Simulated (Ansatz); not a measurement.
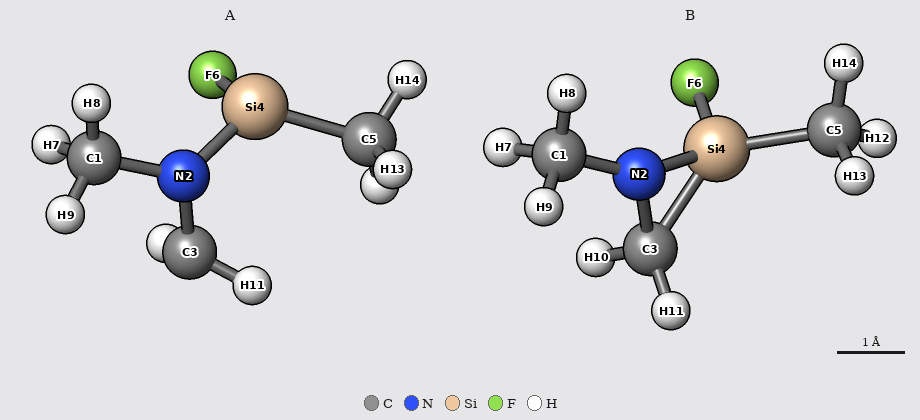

Two geometries of C$_{3}$H$_{8}$FNSi, drawn at one scale. One is the start of a relaxation, the other its converged end. A ball-and-stick model, seen at a tilt.

Level of theory: Ansatz, RHF/6-31G*. Settings: no spin polarisation; force threshold 0.015 eV/Å; at most 40 steps.

### Which geometry has the lower energy?

Structure B is the relaxed one. The run prepares an end point of a later path (inversion) calculation, from a guessed geometry. Over 15 geometry steps the energy falls by 86.0 kcal/mol. Largest force component: 2.6 eV/Å at the start, 0.012 eV/Å at the end. The largest move after the best rigid fit is that of H12, 0.90 Å. Largest moves by element: H 0.90 Å, Si 0.86 Å, F 0.49 Å, C 0.32 Å, N 0.21 Å. Among the contacts that change: C3–Si4 2.420 → 1.824 Å, N2–C3 1.440 → 1.497 Å, Si4–F6 1.649 → 1.596 Å, Si4–C5 1.808 → 1.860 Å. New bonds form: C3–Si4 (2.42 → 1.82 Å). Bond angles that change, for instance: C3–N2–Si4 101.6° → 70.4°, C1–N2–Si4 128.2° → 151.5°, N2–Si4–F6 108.1° → 119.8°.
